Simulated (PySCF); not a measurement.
C3H11Si2 (doublet)

Input

```
{"job": {"kind": "epr"}, "charge": 0, "multiplicity": 2}
C      0.012899     0.094339     0.180471
Si     0.890273    -1.537425    -0.280312
Si    -1.474174     0.347958    -0.986603
C      0.990847     1.269724     0.048743
C     -0.515137    -0.070374     1.553635
H     -0.046937    -2.688421    -0.108626
H      1.363227    -1.509445    -1.701995
H      2.071804    -1.721059     0.617425
H     -1.022264     0.414081    -2.413266
H     -2.437124    -0.785133    -0.837340
H     -2.159404     1.629307    -0.634843
H      1.382677     1.369514    -0.975626
H      1.853593     1.145303     0.725311
H      0.502499     2.222825     0.313018
H     -1.248171    -0.845978     1.792277
H     -0.159017     0.565041     2.369216
```

Launched as:

```sh
OMP_NUM_THREADS=1 python cluster_run.py task.json out
```

Geometry: PBE0-D3(BJ)/def2-SVP.

Computed with UKS B3LYP, IGLO-III on C Si, pcH-1 on H, non-relativistic, mean-field spin-orbit, GIAO in PySCF.

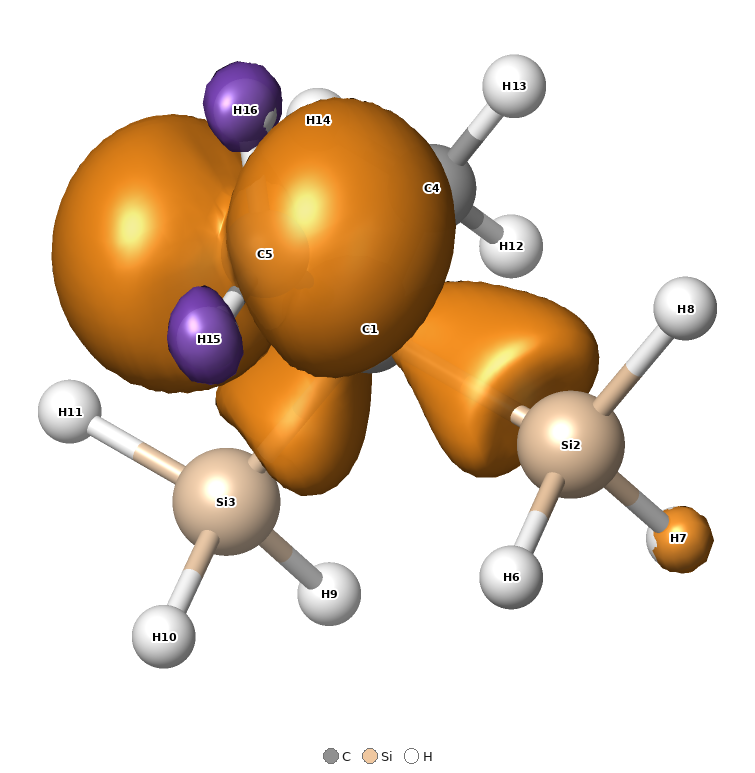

Figure 1. Isosurfaces of the spin density at +0.02 (orange) and −0.02 e/Å³ (purple), seen at a tilt.

Q: Which atoms carry the spin?

A: The unpaired spin (1 electron) lies mostly on C5 (about 0.7) and C1 (about 0.1), in electrons by Hirshfeld's partition.

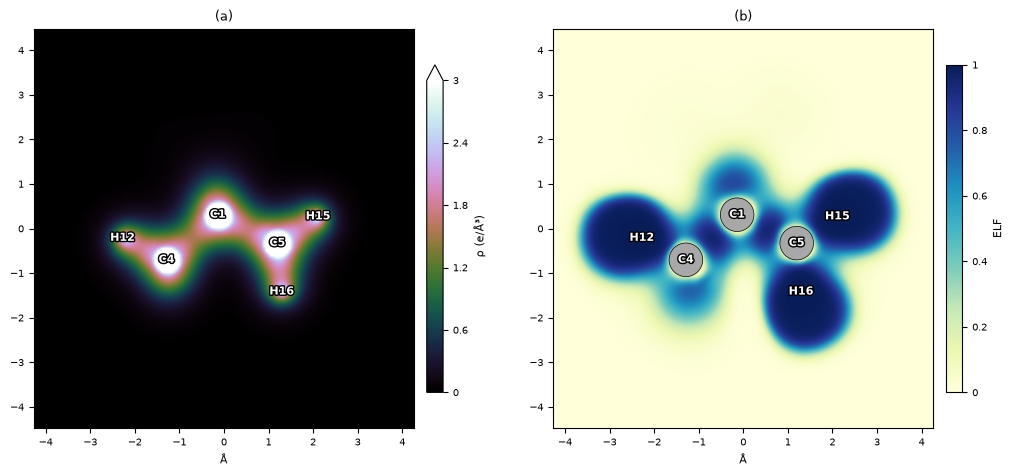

Figure 2. (a) total electron density; (b) ELF on the plane of atoms C1, C5 and H16. Grey discs cover the atomic cores in the ELF map.

Q: Describe what can be read from this map.

A: The plane passes through C and H nuclei. C–C (1.48 Å): ρ is about 1.7 e/Å³ halfway; the ELF peaks at about 0.95 between the atoms; localised, covalent bonding. C–H (1.09 Å): the density is about 2 e/Å³ at the midpoint; the ELF climbs to about 1 towards the hydrogen, as it does in any bond to H; an ordinary covalent bond to hydrogen. C–C (1.53 Å): ρ is about 1.6 e/Å³ halfway; the ELF peaks at about 0.95 between the atoms: a covalent bond.

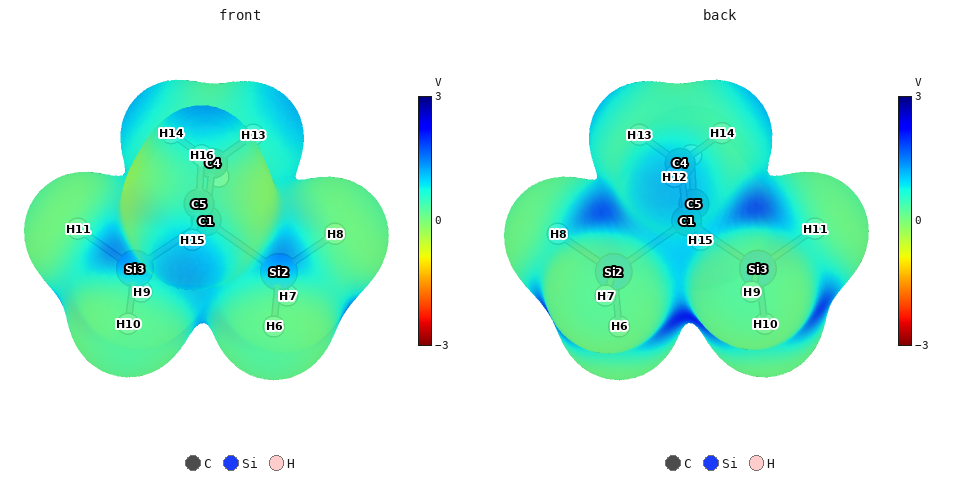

Figure 3. The electrostatic potential painted on the density surface at 0.004 e/bohr³, seen from the front and from behind; the colour scale runs from red (negative) to blue (positive).

Q: Which sites attract a positive test charge, and which a negative one?

A: A positive charge is drawn to the negative regions and a negative charge to the positive ones. The most negative region (about −0.2 V) lies over the π face of C5, the most positive (about +2.0 V) over Si2 and Si3.
